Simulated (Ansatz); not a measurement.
# singlet CH4ClGeO+ at 6 levels

Aim: a comparison of 6 runs (HF/3-21G, HF/6-31G*, SVWN5/6-31G*, revPBE/6-31G*, wB97M-V/6-31G*, B3LYP/6-31G*) of singlet CH4ClGeO+. 

Program for the calculation: Ansatz 0.2.0.

122 further runs of the same task are left out: 122 set aside as unsound or not needed.

**1. Starting point**

The species is CH4ClGeO+ (8 atoms), meant as a singlet with charge +1. SMILES of the parent species: `[CH3][Ge]([OH])[Cl]`. The shape is that of a PBE0-D4/def2-TZVP optimisation. This is one conformer, not always the lowest. That shape belongs to the parent species and isn't relaxed for this state.

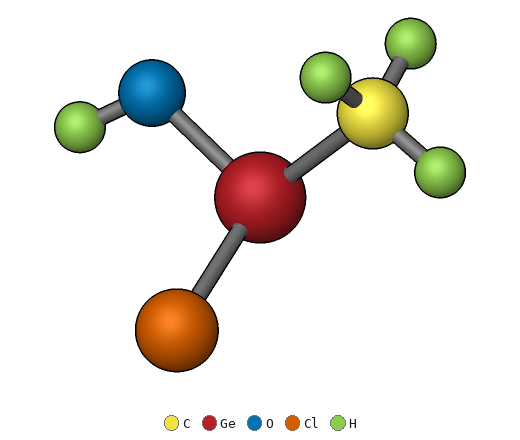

The structure, seen from a chosen angle (carbon yellow, germanium red, oxygen blue, chlorine orange, hydrogen green).

**2. A single-point energy at HF/3-21G (run 1)**

The input, input.yaml:

```yaml
crystal:
  periodic: [false, false, false]
  atoms:
    - {symbol: C, position_ang: [0.070000, 1.235100, -0.045900]}
    - {symbol: Ge, position_ang: [-0.661500, -0.553500, 0.272700]}
    - {symbol: O, position_ang: [0.714600, -1.504600, 0.880000]}
    - {symbol: Cl, position_ang: [-1.247100, -1.432100, -1.639400]}
    - {symbol: H, position_ang: [0.419500, 1.652400, 0.898100]}
    - {symbol: H, position_ang: [0.906900, 1.122600, -0.737600]}
    - {symbol: H, position_ang: [-0.694800, 1.876200, -0.480900]}
    - {symbol: H, position_ang: [0.584600, -2.453200, 0.797100]}
basis:
  gaussian:
    orbitals: 3-21G-spherical.json
output:
  orbitals: {seedname: orbitals}
accuracy: high
total_charge: 1
hamiltonian:
  xc: hf
```

The basis set 3-21G is read from a file made from the Basis Set Exchange's data (not shown).

Run with:

```console
$ ansatz run input.yaml --threads 1 --pin off --max-ram 3480MiB --events-out events.jsonl --progress --plain --runs-dir runs
```

Standard output:

```text
Warning: RAYON_NUM_THREADS=1 ignored (pool sized by the plan → 1); use --threads N
Functional definition: HF
  name "HF"
  exchange = exact_x
  correlation = 0
1241 factors; integrals over basis functions are off by at most 8.5e-9 eV
mean field evaluation 1: about -71746.0555 eV, gradient 5.0e1 eV
mean field evaluation 2: about -71746.2109 eV, gradient 5.0e1 eV
mean field evaluation 4: about -71751.6197 eV, gradient 4.2e0 eV
mean field evaluation 8: about -71751.6962 eV, gradient 2.9e-1 eV
mean field evaluation 16: about -71751.6972 eV, gradient 2.9e-7 eV
mean field -71751.69716624 eV, -2636.8262358121 hartree, gradient 1.8e-8 eV, S^2 0.000000; 0 other end points of the search recorded, 0 dependent functions left out
reference -71751.69716624 eV, -2636.8262358121 hartree; 33, 33 occupied and 28, 28 virtual orbitals, 1241 factors
Total energy: -71751.69716624 eV, -2636.8262358121 hartree
```

It took 0.97 s on 1 thread of Arm Neoverse V2, shared host; peak memory 0.15 GiB.

**3. A single-point energy at HF/6-31G(d) (spherical functions) (run 2)**

The input, job.yaml:

```yaml
crystal:
  periodic: [false, false, false]
  atoms:
    - {symbol: C, position_ang: [0.070000, 1.235100, -0.045900]}
    - {symbol: Ge, position_ang: [-0.661500, -0.553500, 0.272700]}
    - {symbol: O, position_ang: [0.714600, -1.504600, 0.880000]}
    - {symbol: Cl, position_ang: [-1.247100, -1.432100, -1.639400]}
    - {symbol: H, position_ang: [0.419500, 1.652400, 0.898100]}
    - {symbol: H, position_ang: [0.906900, 1.122600, -0.737600]}
    - {symbol: H, position_ang: [-0.694800, 1.876200, -0.480900]}
    - {symbol: H, position_ang: [0.584600, -2.453200, 0.797100]}
basis:
  gaussian:
    orbitals: 6-31G_st_-spherical.json
total_charge: 1
hamiltonian:
  xc: hf
accuracy: high
output: {orbitals: {seedname: orbitals}}
```

The basis set 6-31G* is read from a file made from the Basis Set Exchange's data (not shown).

Run with:

```console
$ ansatz run job.yaml --threads 1 --pin off --max-ram 3480MiB --events-out events.jsonl --progress --plain --runs-dir runs
```

Standard output:

```text
Warning: RAYON_NUM_THREADS=1 ignored (pool sized by the plan → 1); use --threads N
[... 4 set-up lines as earlier in the session ...]
1882 factors; integrals over basis functions are off by at most 7.8e-9 eV
mean field evaluation 1: about -72086.4899 eV, gradient 5.2e1 eV
mean field evaluation 2: about -72086.5366 eV, gradient 5.2e1 eV
mean field evaluation 4: about -72092.3963 eV, gradient 4.5e0 eV
mean field evaluation 8: about -72092.4692 eV, gradient 1.5e-1 eV
mean field -72092.46932112 eV, -2649.3493815203 hartree, gradient 6.6e-8 eV, S^2 0.000000; 0 other end points of the search recorded, 0 dependent functions left out
reference -72092.46932112 eV, -2649.3493815203 hartree; 33, 33 occupied and 53, 53 virtual orbitals, 1882 factors
Total energy: -72092.46932112 eV, -2649.3493815203 hartree
```

Wall time 3 s (1 thread of Arm Neoverse V2, shared host); peak memory 0.26 GiB.

Runs 3 to 5 aren't shown in full; the table further down has their settings and results.

**4. A single-point energy at B3LYP/6-31G(d) (Cartesian functions) (run 6)**

job.yaml: that of step 3 with these lines changed.

```diff
@@ -12,7 +12,6 @@
 basis:
-  gaussian:
-    orbitals: 6-31G_st_-spherical.json
+  gaussian: {orbitals: "6-31G*"}
 total_charge: 1
-hamiltonian:
-  xc: hf
+magnetization: {spin_polarized: false}
+hamiltonian: {xc: {name: B3LYP}}
 accuracy: high
```

Run with:

```console
$ ansatz run job.yaml --threads 1 --pin off --max-ram 3480MiB --events-out events.jsonl --progress --plain --runs-dir runs
```

Standard output:

```text
Warning: RAYON_NUM_THREADS=1 ignored (pool sized by the plan → 1); use --threads N
Functional definition: B3LYP
  name "B3LYP"
  parameter a0 = 0.2
  parameter ax = 0.72
  parameter ac = 0.81
  exchange = (1 - a0 - ax)*slater_x + ax*b88_x + a0*exact_x
  correlation = (1 - ac)*vwn_rpa_c + ac*lyp_c
1911 factors; integrals over basis functions are off by at most 4.1e-9 eV
mean field evaluation 1: about -72159.7925 eV, gradient 9.0e1 eV
mean field evaluation 2: about -72074.7827 eV, gradient 1.9e2 eV
mean field evaluation 4: about -72175.3912 eV, gradient 1.9e1 eV
mean field evaluation 8: about -72176.2775 eV, gradient 9.2e-1 eV
mean field evaluation 16: about -72176.3793 eV, gradient 1.7e-4 eV
mean field -72176.37927321 eV, -2652.4330153833 hartree, gradient 1.4e-8 eV, S^2 0.000000; 0 other end points of the search recorded, 0 dependent functions left out
reference -72176.37931034 eV, -2652.4330167481 hartree; 33, 33 occupied and 59, 59 virtual orbitals, 1911 factors
Total energy: -72176.37931034 eV, -2652.4330167481 hartree
```

Run time: 10 s. Hardware: 1 thread of Arm Neoverse V2, shared host; peak memory 0.34 GiB.

**5. All runs side by side**

```csv
run,level,Cartesian functions,energy (Eh),HOMO energy (eV),LUMO energy (eV),HOMO–LUMO gap (eV),wall time
1,HF/3-21G,no,-2636.826236,-18.01,-7.63,10.38,0.97 s
2,HF/6-31G* (spherical functions),no,-2649.349382,-17.92,-7.40,10.52,3 s
3,SVWN5/6-31G* (spherical functions),no,-2646.810756,-13.32,-11.33,1.99,4.8 s
4,revPBE/6-31G* (spherical functions),no,-2652.092575,-13.14,-11.07,2.07,7.5 s
5,wB97M-V/6-31G* (spherical functions),no,-2652.176354,-16.88,-8.48,8.40,95 s
6,B3LYP/6-31G* (Cartesian functions),yes,-2652.433017,-14.33,-10.68,3.66,10 s
```

**6. Results**

| quantity | value |
| --- | --- |
| run 6: total energy | -2652.43302 Eh |
| run 6: HOMO energy | -14.33 eV |
| run 6: LUMO energy | -10.68 eV |
| run 6: HOMO–LUMO gap | 3.66 eV |

**Reading.** The HOMO–LUMO gap runs from 1.99 eV (SVWN5/6-31G*) to 10.52 eV (HF/6-31G*). Exact exchange widens orbital gaps. Totals of different functionals can't be ranked against each other. All runs together took 2 min, the longest 95 s.
